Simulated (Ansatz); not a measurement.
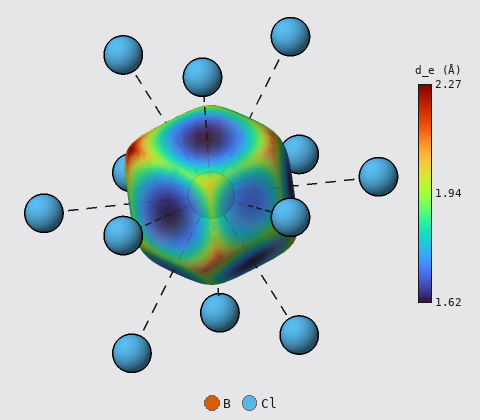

Hirshfeld surface computed for one B atom in MgBCl₅ in space group P4/mmm, coloured by d_e. Dashed lines lead to the closest neighbours outside.

The surface is where the fragment's share of the procrystal density (the sum of the densities of spherically averaged neutral Hartree-Fock atoms) equals one half. d_i and d_e are the distances from the surface to the nearest nucleus inside and outside.

Source of the atomic positions: the input geometry of an electronic-structure calculation (not necessarily at equilibrium); the starting structure was generated, so it need not be a known form of this composition.

```
Mg B Cl
1.0
     4.60070    0.00000    0.00000
     0.00000    4.60070    0.00000
     0.00000    0.00000    7.00408
Mg B Cl
1 1 5
Direct
  0.00000 0.00000 0.00000
  0.50000 0.50000 0.50000
  0.50000 0.00000 0.79591
  0.50000 0.00000 0.20409
  0.00000 0.50000 0.79591
  0.00000 0.50000 0.20409
  0.00000 0.00000 0.50000
```

### What is the shortest distance from the fragment to an atom outside it?

B–Cl, 3.10 Å.

### How is the surface shared among contacts (nearest atom inside ··· nearest atom outside)?

B···Cl 100 %. The surface faces 12 neighbours with more than 2 % of its area each: 12 Cl.

### Give the size and shape of the surface.

It encloses about 17.6 Å³, has an area of about 34 Å² and a globularity of 0.97 (1 for a sphere).
